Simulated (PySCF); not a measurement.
## Electronic structure of C$_{4}$H$_{10}$Cl$_{2}$OSi (SMILES CO[C@H](CCl)[SiH2]CCl) in real space

```yaml
atoms:
  - { symbol: C, position_ang: [2.2628, 1.4551, -0.0927] }
  - { symbol: O, position_ang: [1.2085, 0.7930, -0.7502] }
  - { symbol: C, position_ang: [0.3525, 0.0410, 0.0898] }
  - { symbol: C, position_ang: [1.0301, -1.2443, 0.5575] }
  - { symbol: Cl, position_ang: [-0.1947, -2.3552, 1.1898] }
  - { symbol: Si, position_ang: [-1.1954, -0.2865, -1.0005] }
  - { symbol: C, position_ang: [-2.7651, -0.2771, 0.0946] }
  - { symbol: Cl, position_ang: [-2.8817, 1.3197, 0.8830] }
  - { symbol: H, position_ang: [1.8894, 2.0514, 0.7478] }
  - { symbol: H, position_ang: [2.7177, 2.1143, -0.8298] }
  - { symbol: H, position_ang: [3.0186, 0.7535, 0.2767] }
  - { symbol: H, position_ang: [0.0872, 0.6408, 0.9735] }
  - { symbol: H, position_ang: [1.7555, -1.0797, 1.3557] }
  - { symbol: H, position_ang: [1.5129, -1.7352, -0.2881] }
  - { symbol: H, position_ang: [-1.2748, 0.8211, -1.9476] }
  - { symbol: H, position_ang: [-1.0994, -1.5874, -1.6659] }
  - { symbol: H, position_ang: [-3.6694, -0.3996, -0.4944] }
  - { symbol: H, position_ang: [-2.7636, -1.0186, 0.8891] }
```

Geometry: GFN2-xTB.

These are results of PBE0/pcSseg-1, SCF density, gas phase, non-relativistic in PySCF, not measurements.

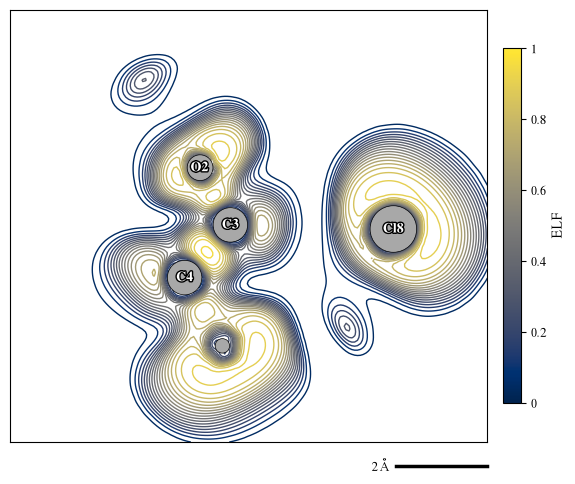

Figure 1. ELF on the plane of atoms O2, C3 and C4. Grey discs cover the atomic cores.

**What does the map show?**

Atoms in the plane: O, C and Cl.
C–O (1.42 Å): the ELF peaks at about 0.90 between the atoms; a polar covalent bond.
C–C (1.53 Å): the ELF peaks at about 0.95 between the atoms, as expected for localised, covalent bonding.
The ELF also peaks beside Cl5, Cl8 and O2, away from the bonds: lone-pair regions.

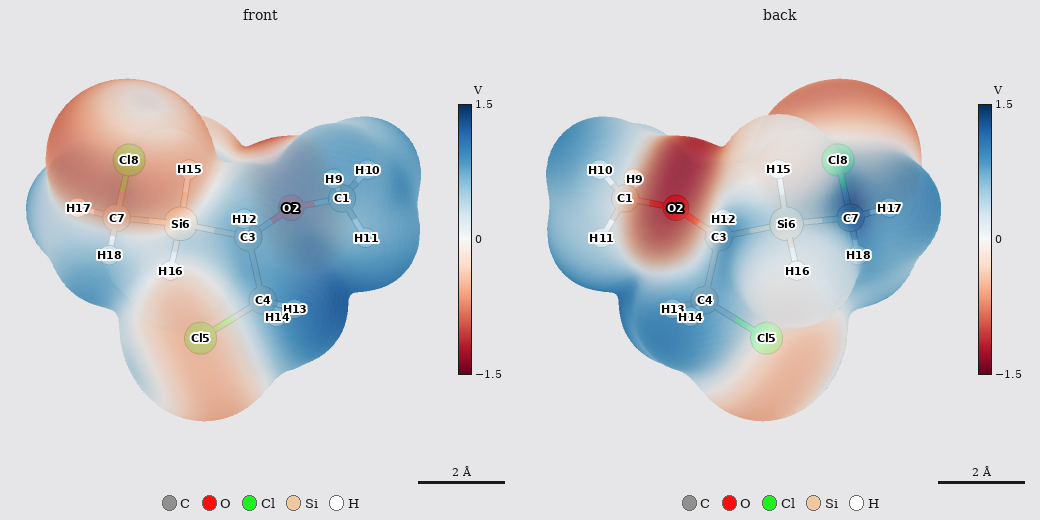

Figure 2. The molecular electrostatic potential painted on the density surface at 0.002 e/bohr³, seen from the front and from behind; red is negative and blue positive.

**Describe the electrostatic potential map.**

The most negative region (about −1.2 V) lies over O2, the most positive (about +1.2 V) over Si6 and H13. Cl5 shows a σ-hole: about +0.4 V at the tip opposite its bond, against about −0.3 V on its flanks. O2 is the likeliest acceptor of a hydrogen bond.
